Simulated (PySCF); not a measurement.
# C₅H₄ClFN (SMILES [H]/N=[C]/C=C/C(F)=C/Cl) (doublet): what the fields show

```xyz
12

N    -3.3875    0.7305    0.1881
C    -2.3177    0.1734    0.1722
C    -1.1119   -0.3257    0.3959
C     0.0931    0.2302   -0.0693
C     1.3371   -0.3646    0.1593
F     1.3329   -1.5322    0.8478
C     2.5361    0.1347   -0.2535
Cl    4.0253   -0.6419    0.0608
H    -4.1113    0.6366   -0.5112
H    -1.0658   -1.2566    0.9466
H     0.0771    1.1564   -0.6184
H     2.5937    1.0585   -0.8002
```

Geometry: GFN2-xTB.

The calculation used UKS B3LYP, pcH-1 on C Cl F H N, non-relativistic, mean-field spin-orbit, GIAO in PySCF.

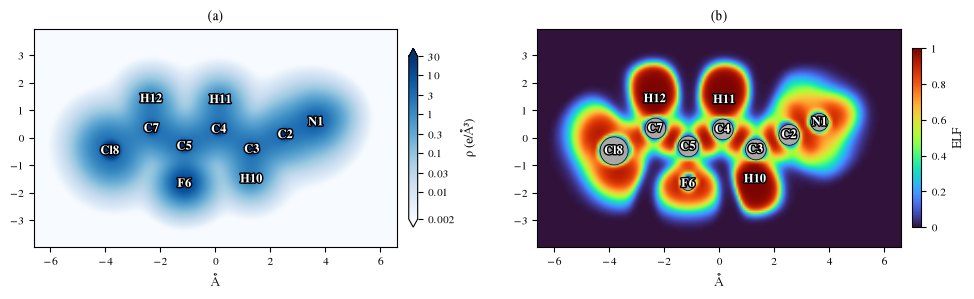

Figure 1. (a) total electron density; (b) ELF on the plane of atoms C5, C7 and H12. Grey discs cover the atomic cores in the ELF map.

> What do the fields say about this system?

Atoms in the plane: N, C, F, Cl and H. C–N (1.21 Å): the density is about 3.1 e/Å³ at the midpoint; the ELF peaks at about 0.85 between the atoms (a short, multiple covalent bond). C–C (1.32 Å): the density is about 2.3 e/Å³ at the midpoint; the ELF peaks at about 0.90 between the atoms; a short, multiple covalent bond. C–F (1.36 Å): the density is about 2.3 e/Å³ at the midpoint; the ELF peaks at about 0.85 between the atoms, as expected for a polar covalent bond. C–Cl (1.71 Å): ρ at the midpoint is about 1.5 e/Å³; the ELF peaks at about 0.90 between the atoms (a covalent bond). C–C (1.40 Å): ρ at the midpoint is about 2.1 e/Å³; the ELF peaks at about 0.95 between the atoms: a covalent bond. The ELF also peaks beside F6 and Cl8, away from the bonds: non-bonding electrons, paired or unpaired.

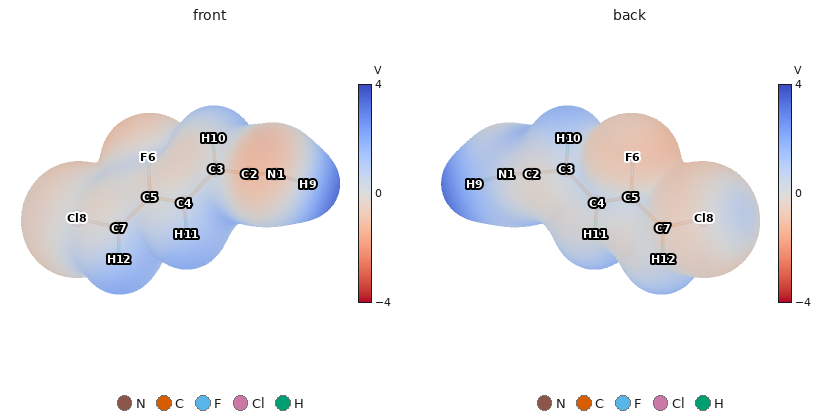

Figure 2. The molecular electrostatic potential painted on the density surface at 0.004 e/bohr³, seen from the front and from behind; red is negative and blue positive.

> Which sites attract a positive test charge, and which a negative one?

A positive charge is drawn to the negative regions and a negative charge to the positive ones. The most negative region (about −1.2 V, or −28 kcal/mol for a unit charge) lies over N1, the most positive (about +3.1 V, or +71 kcal/mol for a unit charge) over H9. Cl8 shows a σ-hole: about +0.8 V, or +18 kcal/mol for a unit charge at the tip opposite its bond, against about −0.5 V, or −12 kcal/mol for a unit charge on its flanks. N1 is the likeliest acceptor of a hydrogen bond.
